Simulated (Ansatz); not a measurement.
# C2H6O2Si: nudged elastic band

C2H6O2Si, SMILES OC=C(O)[SiH3], computed with RKS r2SCAN/def2-SVP (Ansatz 0.2.0).

It belongs to a series of runs on one base structure; here: band between the two ends.

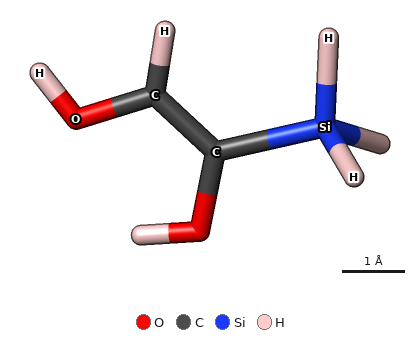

**Figure 1.** The starting structure (stick view, seen at a tilt).

**The input**
```yaml
crystal:
  periodic: [false, false, false]
  atoms:
    - { symbol: O, position_ang: [-1.147507, 0.365642, 1.971957] }
    - { symbol: C, position_ang: [-0.185592, 0.51822, 1.005135] }
    - { symbol: C, position_ang: [-0.237718, -0.27462, -0.088592] }
    - { symbol: O, position_ang: [-1.231359, -1.205862, -0.234969] }
    - { symbol: Si, position_ang: [1.013545, -0.178517, -1.472467] }
    - { symbol: H, position_ang: [-1.017775, 1.017965, 2.668834] }
    - { symbol: H, position_ang: [0.592338, 1.271513, 1.157629] }
    - { symbol: H, position_ang: [-1.802512, -1.140672, 0.548123] }
    - { symbol: H, position_ang: [1.995487, 0.891267, -1.121611] }
    - { symbol: H, position_ang: [0.354694, 0.155467, -2.771089] }
    - { symbol: H, position_ang: [1.731799, -1.477503, -1.642448] }
basis:
  gaussian: { orbitals: def2-SVP }
hamiltonian:
  xc: r2scan
neb:
  order_check: false
  images: 5
  f_tol: 0.03
  max_iterations: 60
  initial_path: idpp
  final_atoms:
    - { symbol: O, position_ang: [-1.26182253, 0.44561563, 1.88285848] }
    - { symbol: C, position_ang: [-0.44279395, 0.67849407, 0.80666027] }
    - { symbol: C, position_ang: [-0.08292428, -0.3680481, 0.03053745] }
    - { symbol: O, position_ang: [-0.52921268, -1.63339391, 0.30506062] }
    - { symbol: Si, position_ang: [1.03428786, -0.19125311, -1.45628647] }
    - { symbol: H, position_ang: [-1.47133674, 1.27748741, 2.32126679] }
    - { symbol: H, position_ang: [-0.10561332, 1.70167954, 0.61917703] }
    - { symbol: H, position_ang: [-1.09473815, -1.57334345, 1.09258102] }
    - { symbol: H, position_ang: [2.27636359, -1.00644503, -1.29866495] }
    - { symbol: H, position_ang: [1.39802098, 1.25246729, -1.57924249] }
    - { symbol: H, position_ang: [0.34516923, -0.64036034, -2.70344576] }
```

Launched with:
```bash
ansatz run input.yaml --threads 2 --pin off --max-ram 3072MiB --backend cpu --events-out ev --progress --plain --runs-dir out
```

**The program's output**
```
Engine: ansatz 0.2.0, x86_64-unknown-linux-gnu
Functional definition: r2SCAN
  parameter k0 = 0.174
  parameter k1 = 0.065
  parameter a1 = 4.9479
  exchange = r2scan_x(k0 = k0, k1 = k1, a1 = a1)
  correlation = r2scan_c
1146 factors; their error is unknown
mean field evaluation 1: about -14125.5112 eV, gradient 5.2e1 eV
mean field evaluation 2: about -14120.1822 eV, gradient 7.5e1 eV
mean field evaluation 4: about -14131.0949 eV, gradient 5.0e0 eV
mean field evaluation 8: about -14131.0880 eV, gradient 2.3e-1 eV
mean field evaluation 16: about -14131.0881 eV, gradient 4.2e-5 eV
mean field -14131.08809836 eV, -519.3079092192 hartree, gradient 4.2e-5 eV, S^2 0.000000; 0 other end points of the search recorded, 0 dependent functions left out
the calculation of the forces begins
reference -14131.08810851 eV, -519.3079095922 hartree; 24, 24 occupied and 80, 80 virtual orbitals, 1146 factors
1146 factors; their error is unknown
mean field evaluation 32: about -14131.0881 eV, gradient 4.4e-5 eV
mean field -14131.08806681 eV, -519.3079080596 hartree, gradient 4.4e-5 eV, S^2 0.000000; 0 other end points of the search recorded, 0 dependent functions left out
[... from here on the field's lines of each further geometry are left out, up to the last ...]
NEB iter   1: max|band force component| = 8.959e-1 eV/Å  barrier→ = 0.1617 eV  barrier← = 0.1617 eV  Δτ_max = 0.1068 Å  (189 SCF iters)
NEB iter   2: max|band force component| = 2.743e-1 eV/Å  barrier→ = 0.1135 eV  barrier← = 0.1135 eV  CI = image 3  Δτ_max = 0.0240 Å  (152 SCF iters)
NEB iter   3: max|band force component| = 7.511e-2 eV/Å  barrier→ = 0.1098 eV  barrier← = 0.1097 eV  CI = image 3  Δτ_max = 0.0057 Å  (160 SCF iters)
the calculation of the forces begins
reference -14131.06260409 eV, -519.3069723222 hartree; 24, 24 occupied and 80, 80 virtual orbitals, 1146 factors
1146 factors; their error is unknown
mean field evaluation 288: about -14131.0492 eV, gradient 2.1e-1 eV
mean field -14130.97861996 eV, -519.3038859624 hartree, gradient 1.4e-5 eV, S^2 0.000000; 1 other end points of the search recorded, 0 dependent functions left out
the calculation of the forces begins
reference -14130.97863009 eV, -519.3038863343 hartree; 24, 24 occupied and 80, 80 virtual orbitals, 1146 factors
NEB iter   4: max|band force component| = 2.743e-2 eV/Å  barrier→ = 0.1095 eV  barrier← = 0.1094 eV  CI = image 3  Δτ_max = 0.0000 Å  (301 SCF iters)
```

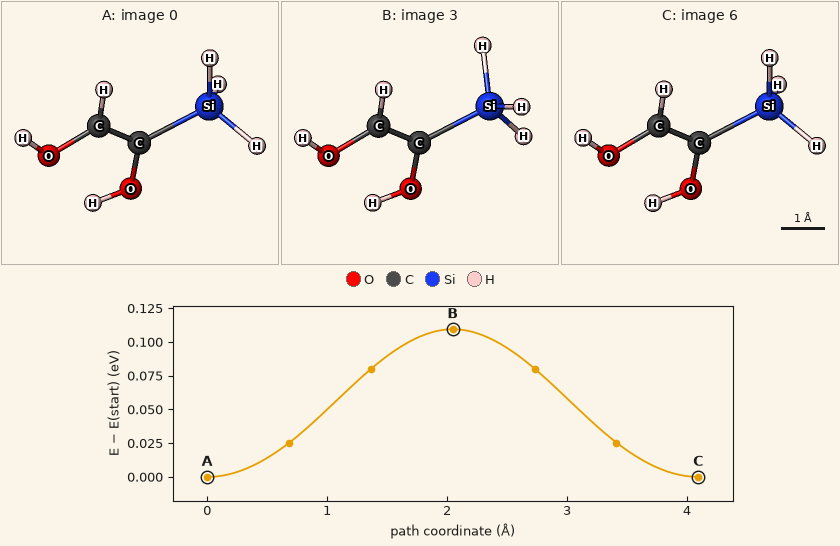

**Figure 2.** Images of the last band (counted from 0; ball-and-stick, seen at a tilt) above the energy along the path; the line is a cubic interpolation that uses the forces. The highest image is number 3, 0.109 eV above the start and 0.109 eV above the end (the climbing image); start and end have the same energy. The path is 4.09 Å long. The band converged in 4 iterations.

```
Total energy: -14130.97863009 eV, -519.3038863343 hartree
Atom 0 at    -1.444934     0.494322     1.746670 Å, force    -0.010310    -0.009381     0.014314 eV/Å
Atom 1 at    -0.559267     0.704993     0.718163 Å, force     0.017100     0.004129    -0.022119 eV/Å
Atom 2 at    -0.062065    -0.363535     0.058316 Å, force    -0.004819     0.027426     0.009774 eV/Å
Atom 3 at    -0.440264    -1.635120     0.404685 Å, force     0.007442    -0.015536    -0.011230 eV/Å
Atom 4 at     1.164648    -0.221720    -1.359753 Å, force    -0.009362    -0.004681     0.010548 eV/Å
Atom 5 at    -1.749765     1.339222     2.094656 Å, force     0.001604    -0.000370    -0.002937 eV/Å
Atom 6 at    -0.283246     1.735863     0.475194 Å, force    -0.003207    -0.001556     0.003606 eV/Å
Atom 7 at    -1.070565    -1.552020     1.139171 Å, force    -0.001097     0.004878     0.001420 eV/Å
Atom 8 at     2.421954     0.463070    -0.926270 Å, force     0.001796     0.000338    -0.001714 eV/Å
Atom 9 at     0.596783     0.572017    -2.493515 Å, force     0.001504     0.000173    -0.002040 eV/Å
Atom 10 at     1.492124    -1.594192    -1.836816 Å, force    -0.000651    -0.005420     0.000379 eV/Å
Dipole moment:    -0.245362     0.503469     0.297530 e Å
this run last wrote the band of iteration 4 to [file]
```

**The last band as extended XYZ (Å, eV, eV/Å)**
```
11
Properties=species:S:1:pos:R:3:forces:R:3 image=0 energy=-14131.08810
O    -1.1475    0.3656    1.9720    0.0007  -0.0012  -0.0034
C    -0.1856    0.5182    1.0051    0.0006  -0.0033  -0.0063
C    -0.2377   -0.2746   -0.0886   -0.0023   0.0048   0.0103
O    -1.2314   -1.2059   -0.2350    0.0021   0.0030   0.0019
Si    1.0135   -0.1785   -1.4725    0.0013  -0.0002  -0.0017
H    -1.0178    1.0180    2.6688    0.0006   0.0005   0.0014
H     0.5923    1.2715    1.1576   -0.0012  -0.0020  -0.0024
H    -1.8025   -1.1407    0.5481    0.0000  -0.0014  -0.0019
H     1.9955    0.8913   -1.1216   -0.0012  -0.0001   0.0013
H     0.3547    0.1555   -2.7711   -0.0001   0.0001   0.0004
H     1.7318   -1.4775   -1.6424   -0.0005  -0.0002   0.0003
11
Properties=species:S:1:pos:R:3:forces:R:3 image=1 energy=-14131.06285
O    -1.2532    0.4369    1.8938   -0.0005  -0.0014   0.0084
C    -0.2878    0.6059    0.9329    0.0108   0.0003  -0.0139
C    -0.1653   -0.3330   -0.0314    0.0009  -0.0083   0.0047
O    -0.9857   -1.4303   -0.0489   -0.0122   0.0140  -0.0177
Si    1.0570   -0.1992   -1.4416    0.0001  -0.0005   0.0021
H    -1.2616    1.1957    2.4872    0.0116  -0.0062   0.0084
H     0.3461    1.4958    0.9812    0.0131  -0.0088   0.0128
H    -1.5794   -1.3548    0.7163   -0.0167   0.0111  -0.0132
H     2.1303    0.7610   -1.0442   -0.0190   0.0274  -0.0034
H     0.4129    0.3013   -2.6951   -0.0121  -0.0287  -0.0090
H     1.6520   -1.5365   -1.7297    0.0240   0.0012   0.0208
11
Properties=species:S:1:pos:R:3:forces:R:3 image=2 energy=-14131.00807
O    -1.3557    0.4773    1.8174   -0.0086  -0.0058   0.0137
C    -0.4150    0.6728    0.8364    0.0210  -0.0001  -0.0202
C    -0.1054   -0.3582    0.0201    0.0028   0.0123   0.0179
O    -0.7181   -1.5752    0.1696   -0.0146  -0.0024  -0.0294
Si    1.1082   -0.2144   -1.4044   -0.0068  -0.0031   0.0030
H    -1.5100    1.3009    2.2926    0.0133  -0.0028   0.0078
H     0.0482    1.6604    0.7500    0.0148  -0.0052   0.0184
H    -1.3305   -1.4938    0.9194   -0.0185   0.0098  -0.0139
H     2.2799    0.6149   -0.9881   -0.0165   0.0323  -0.0053
H     0.4971    0.4375   -2.6046   -0.0126  -0.0298  -0.0152
H     1.5666   -1.5793   -1.7878    0.0257  -0.0051   0.0232
11
Properties=species:S:1:pos:R:3:forces:R:3 image=3 energy=-14130.97862
O    -1.4449    0.4943    1.7467   -0.0103  -0.0094   0.0143
C    -0.5593    0.7050    0.7182    0.0171   0.0041  -0.0221
C    -0.0621   -0.3635    0.0583   -0.0048   0.0274   0.0098
O    -0.4403   -1.6351    0.4047    0.0074  -0.0155  -0.0112
Si    1.1646   -0.2217   -1.3598   -0.0094  -0.0047   0.0105
H    -1.7498    1.3392    2.0947    0.0016  -0.0004  -0.0029
H    -0.2832    1.7359    0.4752   -0.0032  -0.0016   0.0036
H    -1.0706   -1.5520    1.1392   -0.0011   0.0049   0.0014
H     2.4220    0.4631   -0.9263    0.0018   0.0003  -0.0017
H     0.5968    0.5720   -2.4935    0.0015   0.0002  -0.0020
H     1.4921   -1.5942   -1.8368   -0.0007  -0.0054   0.0004
11
Properties=species:S:1:pos:R:3:forces:R:3 image=4 energy=-14131.00786
O    -1.5295    0.4959    1.6670   -0.0109  -0.0045   0.0110
C    -0.6995    0.6930    0.5911    0.0156   0.0000  -0.0245
C    -0.0178   -0.3630    0.0956   -0.0168   0.0139   0.0027
O    -0.1640   -1.6093    0.6472    0.0302  -0.0059   0.0090
Si    1.2176   -0.2213   -1.3102   -0.0023  -0.0032   0.0072
H    -1.9815    1.3176    1.8872   -0.0105  -0.0024  -0.0121
H    -0.6079    1.7044    0.1839   -0.0207  -0.0028  -0.0127
H    -0.8120   -1.5267    1.3662    0.0170   0.0076   0.0167
H     2.5372    0.3158   -0.8530    0.0150  -0.0315   0.0080
H     0.6896    0.7089   -2.3544    0.0102   0.0305   0.0171
H     1.4334   -1.5724   -1.9002   -0.0268  -0.0017  -0.0223
11
Properties=species:S:1:pos:R:3:forces:R:3 image=5 energy=-14131.06259
O    -1.6253    0.4741    1.5729   -0.0087  -0.0006   0.0009
C    -0.8190    0.6435    0.4752    0.0122   0.0001  -0.0128
C     0.0430   -0.3447    0.1482   -0.0056  -0.0072   0.0000
O     0.1004   -1.4972    0.8870    0.0205   0.0112   0.0102
Si    1.2632   -0.2121   -1.2641   -0.0023  -0.0004   0.0005
H    -2.2131    1.2313    1.6680   -0.0100  -0.0053  -0.0098
H    -0.8927    1.5790   -0.0866   -0.0156  -0.0069  -0.0121
H    -0.5657   -1.4190    1.5897    0.0162   0.0093   0.0152
H     2.6299    0.1691   -0.7914    0.0088  -0.0301   0.0088
H     0.7779    0.8401   -2.2072    0.0084   0.0258   0.0198
H     1.3666   -1.5214   -1.9714   -0.0239   0.0041  -0.0207
11
Properties=species:S:1:pos:R:3:forces:R:3 image=6 energy=-14131.08807
O    -1.6442    0.4701    1.5510   -0.0002   0.0006  -0.0011
C    -0.8275    0.6361    0.4607    0.0003  -0.0017   0.0003
C     0.0777   -0.3274    0.1791   -0.0016   0.0028   0.0007
O     0.1762   -1.4492    0.9586    0.0002  -0.0005   0.0003
Si    1.2554   -0.2212   -1.2672    0.0001   0.0002  -0.0003
H    -2.2642    1.2050    1.6109    0.0019  -0.0007  -0.0004
H    -0.9343    1.5451   -0.1378   -0.0004  -0.0005   0.0002
H    -0.4902   -1.3697    1.6608   -0.0002   0.0001   0.0001
H     2.6772   -0.2417   -0.8087   -0.0001   0.0000   0.0002
H     0.9804    1.0622   -1.9807    0.0001  -0.0004   0.0004
H     1.0589   -1.3664   -2.2062   -0.0001   0.0000  -0.0004
```

**Summary**

- outcome: converged
- barrier, forward: 0.110 eV
- barrier, backward: 0.109 eV
- hardware: 2 threads of Intel Xeon (Sapphire Rapids), 16 GiB of memory available, shared host
- wall time: 47 s (CPU time 91 s)
- peak memory: 0.17 GiB

**Notes**

The order of the saddle point was not checked.
